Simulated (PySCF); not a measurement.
**Excited-state calculation of Sn₃H₆S₃**

Sn₃H₆S₃ (cyclo-(H2SnS)3), computed with TDDFT CAM-B3LYP/def2-SVPD, vertical, gas phase, core orbitals frozen in the response (PySCF 2.14.0).

The geometry comes from this level: PBE0-D3(BJ)/def2-SVP. It belongs to a series of runs on one base structure; here: H, n=3.

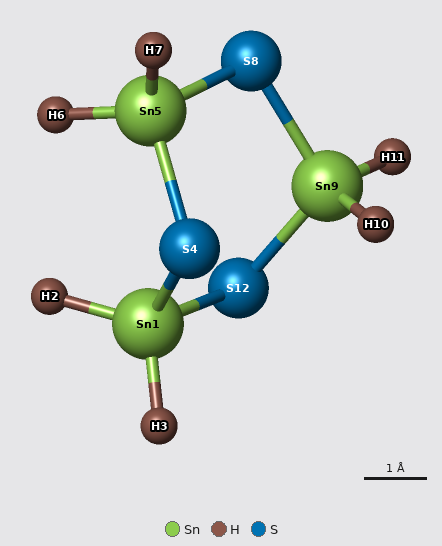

*The structure as given in the input (ball-and-stick view, seen at a tilt; atoms are numbered from 1 in the order of the input). Sticks mark near contacts.*

Bond lengths as drawn: H–Sn 1.71 Å and S–Sn 2.42 to 2.43 Å.

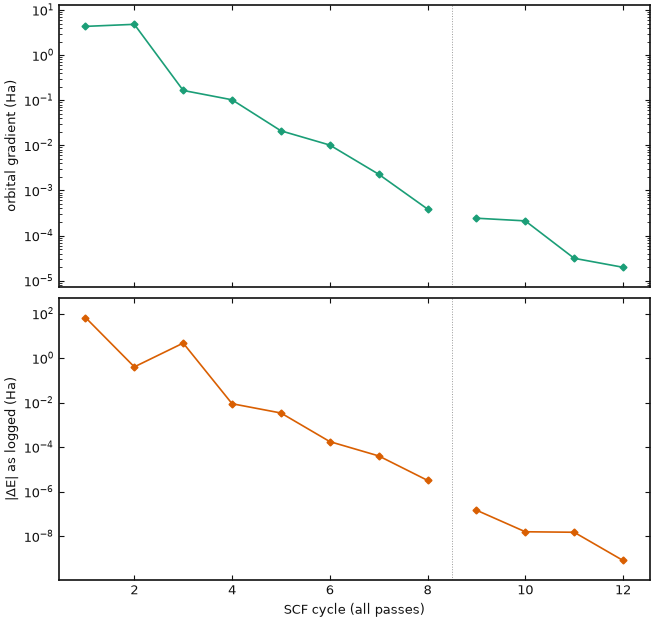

*Convergence of the self-consistent field: orbital gradient and size of the energy change against the SCF cycle. The dotted line marks the change from a coarse to the final integration grid.*

The first 8 cycles use a coarse grid, the final grid takes over at cycle 9, and the field converges after 12 cycles in all.

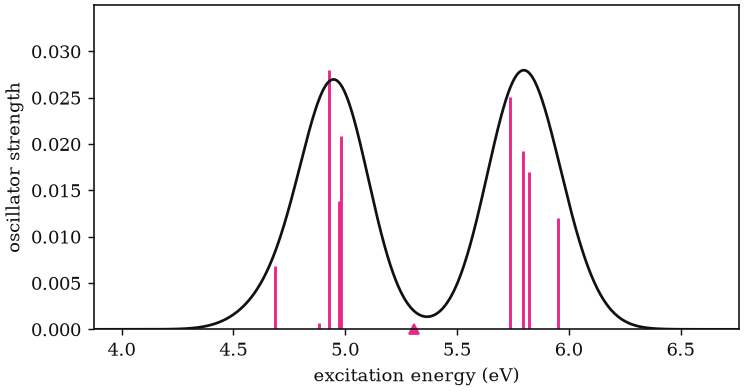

*Computed excitations as sticks (degenerate states added up, dark ones marked on the axis), with a Gaussian envelope of 0.35 eV full width at half maximum, scaled to the tallest.*

Of the 10 states the lowest lies at 4.69 eV (f = 0.007); the strongest line is at 4.93 eV, or 252 nm (f = 0.028).

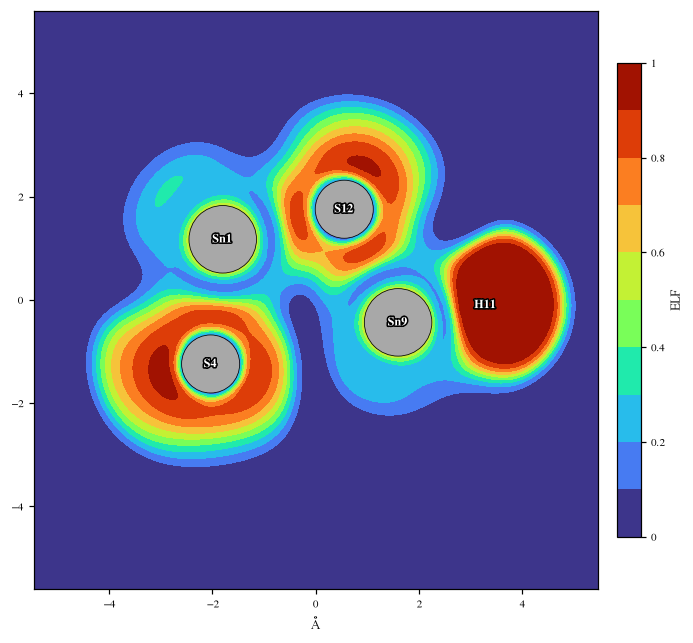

*ELF on the plane of atoms H11, Sn9 and S12. Grey discs, where drawn, cover atomic cores.*

The section cuts through Sn, S and H sites. Sn–S (2.43 Å): the ELF peaks at about 0.85 in the valence shell of S, 0.9 Å from its nucleus, and drops to about 0.15 between the two atoms. Sn–H (1.71 Å): the ELF climbs to about 1 towards the hydrogen, as it does in any bond to H.

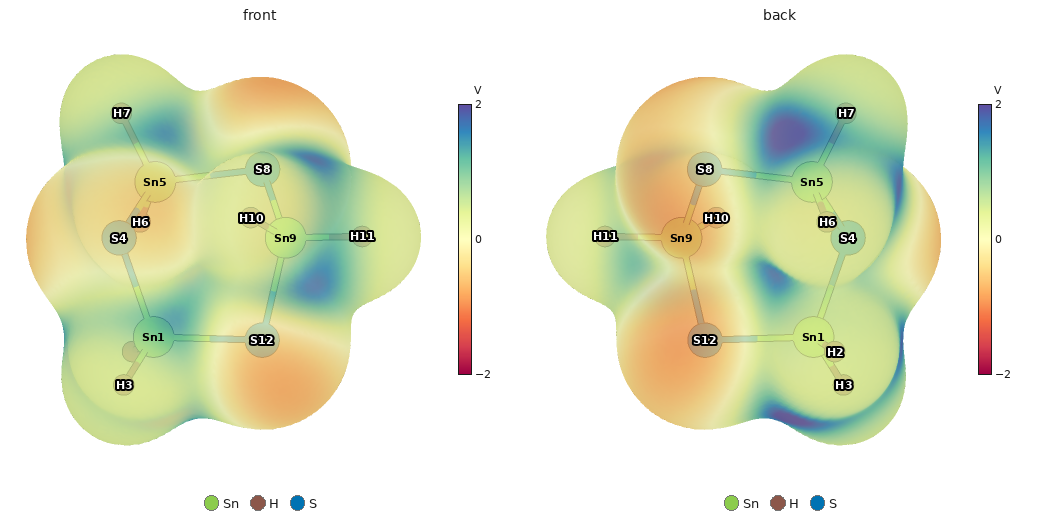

*The electrostatic potential painted on the density surface at 0.002 e/bohr³, seen at a tilt and from behind; red is negative and blue positive.*

These pictures come from the run below.

## Input file
```
{"job": {"kind": "uv", "xc": "CAM-B3LYP", "basis": "def2-SVPD", "ip": true, "nstates": 10}, "charge": 0, "multiplicity": 1}
Sn     0.431041    -2.096134    -0.029510
H     -0.696725    -2.708761     1.104557
H      1.595918    -3.236197    -0.539862
S      1.682942    -0.281888     0.983493
Sn    -0.166808     1.008122     1.875976
H     -1.289317    -0.062487     2.603367
H      0.505924     2.147902     2.956418
S     -1.248566     2.174394     0.050667
Sn    -0.242844     1.104099    -1.878613
H      1.442898     1.355185    -1.934375
H     -1.099782     1.769219    -3.199189
S     -0.799213    -1.256204    -1.941949
```

The first line tells a small driver script what to run in PySCF; the rest is the geometry in Å.

Launched with:
```bash
OMP_NUM_THREADS=1 python <driver script> task.json out
```

## Log
```
coarse grid: 57864 points
cycle   1  E = -1836.4835041303  dE = -6.618e+01  |g| = 4.325e+00  |ddm| = 1.586e+01
cycle   2  E = -1836.0823901859  dE =  4.011e-01  |g| = 4.806e+00  |ddm| = 1.549e+01
cycle   3  E = -1840.7804510267  dE = -4.698e+00  |g| = 1.646e-01  |ddm| = 6.248e+00
cycle   4  E = -1840.7893297726  dE = -8.879e-03  |g| = 1.021e-01  |ddm| = 4.377e-01
cycle   5  E = -1840.7927298621  dE = -3.400e-03  |g| = 2.097e-02  |ddm| = 1.726e-01
cycle   6  E = -1840.7929061384  dE = -1.763e-04  |g| = 1.014e-02  |ddm| = 5.870e-02
cycle   7  E = -1840.7929463885  dE = -4.025e-05  |g| = 2.288e-03  |ddm| = 2.103e-02
cycle   8  E = -1840.7929495892  dE = -3.201e-06  |g| = 3.870e-04  |ddm| = 6.782e-03
final grid: 109608 points
cycle   9  E = -1840.7929563066  dE = -1.469e-07  |g| = 2.427e-04  |ddm| = 2.401e-03
cycle  10  E = -1840.7929563223  dE = -1.576e-08  |g| = 2.117e-04  |ddm| = 8.449e-04
cycle  11  E = -1840.7929563373  dE = -1.498e-08  |g| = 3.138e-05  |ddm| = 3.629e-04
cycle  12  E = -1840.7929563381  dE = -8.090e-10  |g| = 1.983e-05  |ddm| = 1.306e-04
converged SCF energy = -1840.7929563381

Static polarisability (au): isotropic 180.014, principal 148.858 193.782 197.403

Singlet excitations
state   eV       nm        f      main configurations
  1   4.6872    264.5   0.00682   H->L 0.83
  2   4.8810    254.0   0.00065   H-1->L 0.71, H->L+1 0.12
  3   4.9268    251.7   0.02797   H-2->L 0.77
  4   4.9747    249.2   0.01387   H-1->L+1 0.33, H->L+2 0.28, H->L+1 0.17
  5   4.9798    249.0   0.02090   H->L+1 0.32, H-1->L+2 0.23, H->L+2 0.22
  6   5.3065    233.6   0.00018   H-2->L+1 0.68, H-2->L+3 0.20
  7   5.7383    216.1   0.02507   H-2->L+2 0.48, H->L+3 0.15, H-4->L 0.15
  8   5.7947    214.0   0.01927   H-3->L 0.22, H-1->L+1 0.16, H->L+4 0.10
  9   5.8231    212.9   0.01697   H-1->L+2 0.30, H-3->L 0.14, H->L+3 0.13
 10   5.9515    208.3   0.01202   H-3->L 0.22, H-1->L+3 0.22, H->L+4 0.20

Triplet excitations (Tamm-Dancoff, eV): 4.3154 4.4197 4.4380 4.5124
Vertical ionisation energy (delta-SCF) = 9.2313 eV
Vertical electron affinity (delta-SCF) = 0.2523 eV
```

## Key numbers

| quantity | value |
| --- | --- |
| outcome | converged |
| total energy | −1840.792956 hartree |
| HOMO | −8.45 eV |
| LUMO | −0.76 eV |
| dipole moment | 1.38 D |
| mean polarisability | 180.01 a.u. |
| vertical ionisation energy | 9.23 eV |
| vertical electron affinity | 0.25 eV |
| lowest singlet excitation | 4.69 eV |
| hardware | 1 CPU thread, shared host |
| wall time | 8.4 min |
| peak memory | 1.5 GiB |

Spin–orbit coupling is left out, which matters for the heavy atoms.
